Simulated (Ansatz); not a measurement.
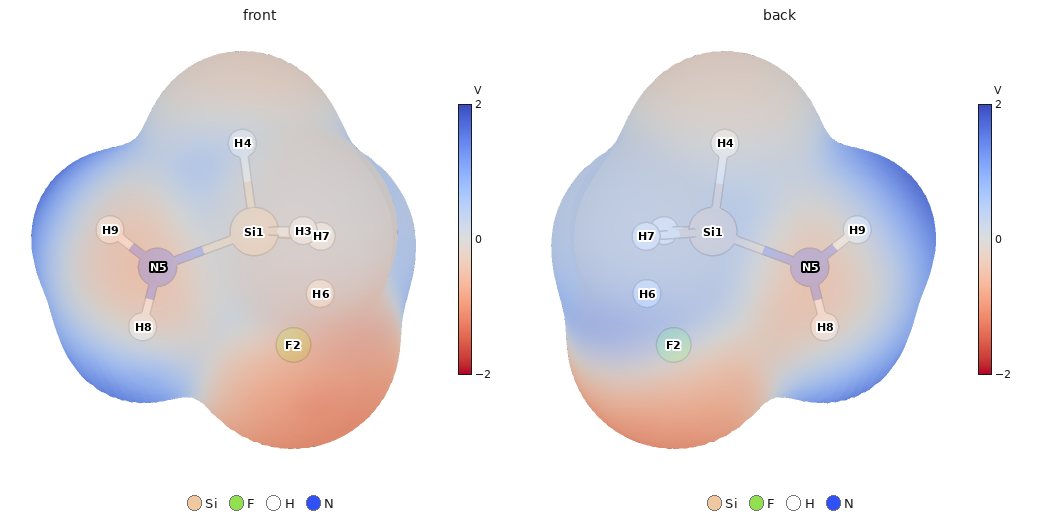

The picture shows: H5NSi···F···H. The molecular electrostatic potential painted on the density surface at 0.001 e/bohr³, seen from the front and from behind; red is negative and blue positive.

A transition-state structure; geometry: PBE0-D4/def2-TZVP.

Computed with RKS PBE0-D4/def2-TZVPP in Ansatz 0.2.0.

| atom | x (Å) | y (Å) | z (Å) |
| --- | --- | --- | --- |
| Si | 0.4246 | -0.0714 | 0.3184 |
| F | 0.1019 | -0.9143 | -1.4372 |
| H | 1.1543 | -1.2996 | 0.6905 |
| H | 0.9282 | 0.9868 | 1.2485 |
| N | -1.2443 | 0.1388 | 0.4656 |
| H | 0.8714 | 0.0119 | -1.4137 |
| H | 1.3209 | 0.7036 | -0.8947 |
| H | -1.9189 | -0.3393 | -0.1044 |
| H | -1.6381 | 0.7835 | 1.1270 |

Question: Which sites attract a positive test charge, and which a negative one?

Answer: A positive charge is drawn to the negative regions and a negative charge to the positive ones. The most negative region (about −1.1 V, or −25 kcal/mol for a unit charge) lies over F2, the most positive (about +1.5 V, or +35 kcal/mol for a unit charge) over H9.
